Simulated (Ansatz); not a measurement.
**H4NOPSi: density, localisation and related maps**

Input

```
crystal:
  periodic: [false, false, false]
  atoms:
    - {symbol: N, position_ang: [-0.820494, 0.168458, -0.594864]}
    - {symbol: Si, position_ang: [0.632373, 0.675657, 0.202593]}
    - {symbol: O, position_ang: [0.973932, -0.940116, 0.455077]}
    - {symbol: P, position_ang: [-0.404894, -1.491831, -0.324416]}
    - {symbol: H, position_ang: [-1.181145, 0.457701, -1.488379]}
    - {symbol: H, position_ang: [0.457821, 1.411991, 1.479215]}
    - {symbol: H, position_ang: [1.617783, 1.394497, -0.644097]}
    - {symbol: H, position_ang: [-1.183276, -1.733359, 0.859171]}
basis:
  gaussian: {orbitals: def2-TZVPP}
hamiltonian: {xc: pbe0, dispersion: d4}
output: {orbitals: {seedname: orbitals}}
```

Command:

```sh
ansatz run in.yaml --threads 2 --pin off --events-out ev --progress --plain --max-ram 4352MiB
```

Geometry: PBE0-D4/def2-TZVP.

Method: Ansatz, RKS PBE0-D4/def2-TZVPP.

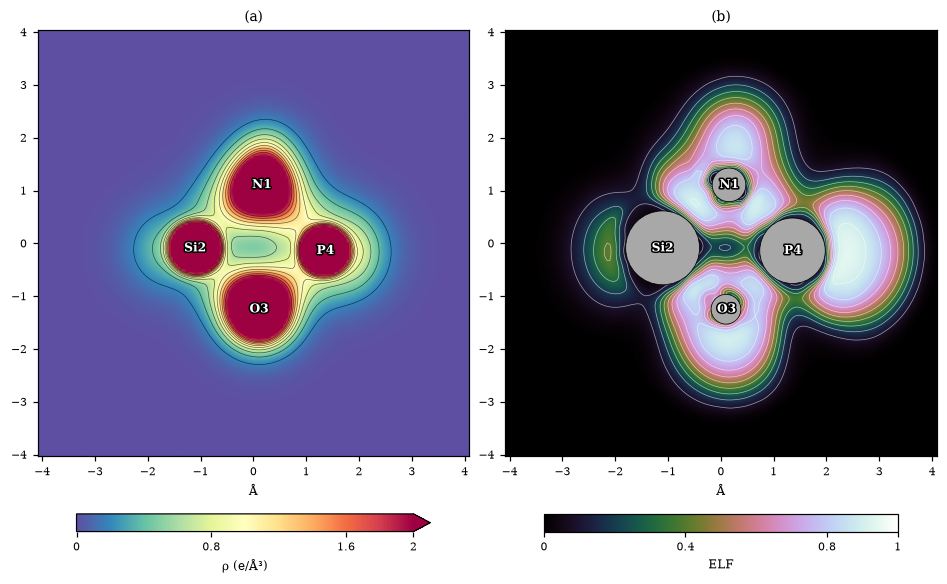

Figure 1. (a) electron density; (b) electron localisation function on the plane of atoms O3, Si2 and P4. Grey discs cover the atomic cores in the ELF map.

Question: Describe what can be read from this map.

Answer: Atoms in the plane: N, Si, O and P. Si–O (1.67 Å): ρ at the midpoint is about 1.2 e/Å³; the ELF peaks at about 0.85 between the atoms; a shared but strongly polarised pair. P–O (1.68 Å): ρ at the midpoint is about 1.3 e/Å³; the ELF peaks at about 0.85 between the atoms; a shared but strongly polarised pair. P–N (1.73 Å): ρ at the midpoint is about 1.3 e/Å³; the ELF peaks at about 0.90 between the atoms: a shared but strongly polarised pair. Si–N (1.73 Å): ρ at the midpoint is about 1.1 e/Å³; the ELF peaks at about 0.90 between the atoms (a polar covalent bond). Si–P (2.46 Å): ρ at the midpoint is about 0.49 e/Å³; the ELF is about 0.20 at the midpoint. The ELF also peaks beside O3, away from the bonds: lone-pair regions.

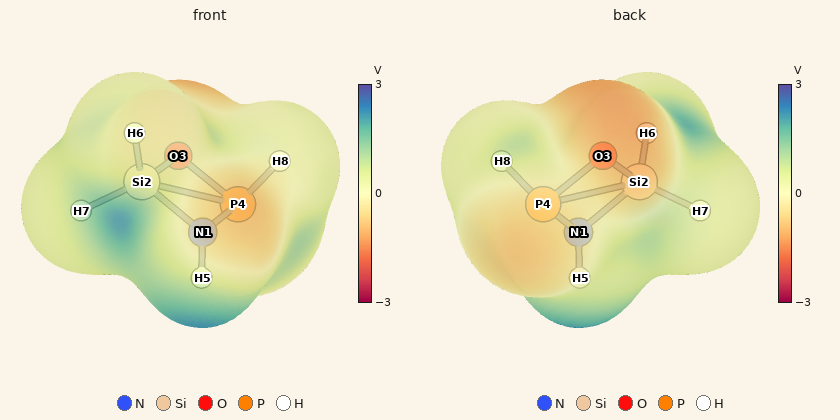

Figure 2. The molecular electrostatic potential painted on the density surface at 0.002 e/bohr³, seen from the front and from behind; the colour scale runs from red (negative) to blue (positive).

Question: Which sites attract a positive test charge, and which a negative one?

Answer: A positive charge is drawn to the negative regions and a negative charge to the positive ones. The most negative region (about −1.3 V) lies over O3, the most positive (about +2.2 V) over Si2 and H5. O3 is the likeliest acceptor of a hydrogen bond.

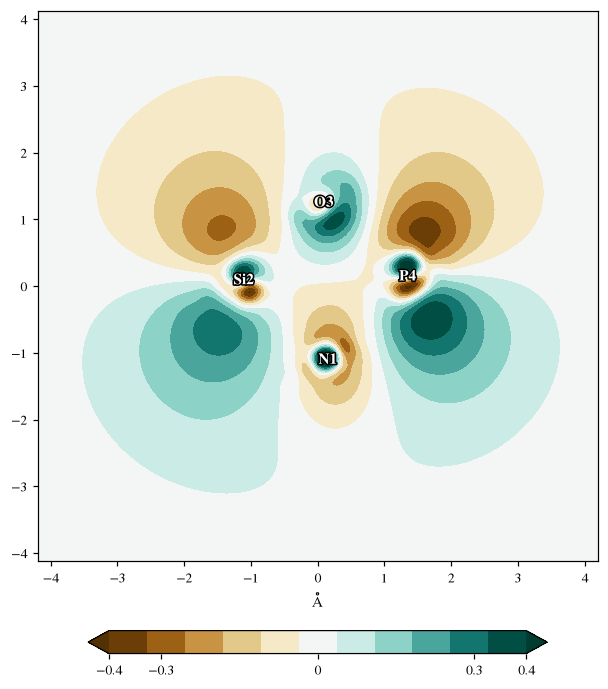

Figure 3. One frontier orbital on the plane of atoms N1, Si2 and O3 (values in Å⁻³ᐟ²; the overall sign is arbitrary).

Question: Which orbital is it: HOMO or LUMO?

Answer: The LUMO, at −0.97 eV. Its weight (Hirshfeld) is mainly on P4 (about 40 %), Si2 (about 35 %), N1 (about 5 %) and O3 (about 5 %); π-bonding across P4–Si2.

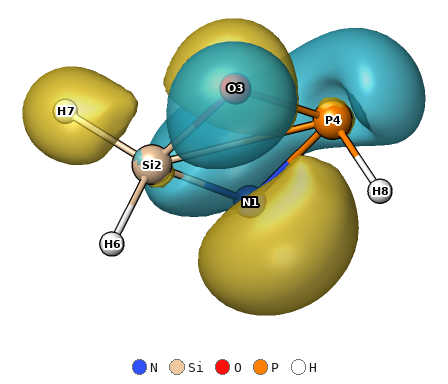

Figure 4. The HOMO−1 at ±0.1 Å⁻³ᐟ² (yellow and cyan are the two phases), seen from one side.

Question: Describe this orbital and give its energy.

Answer: Its weight (Hirshfeld) is mainly on N1 (about 45 %), O3 (about 20 %), P4 (about 15 %) and Si2 (about 10 %). Its energy is −8.51 eV.
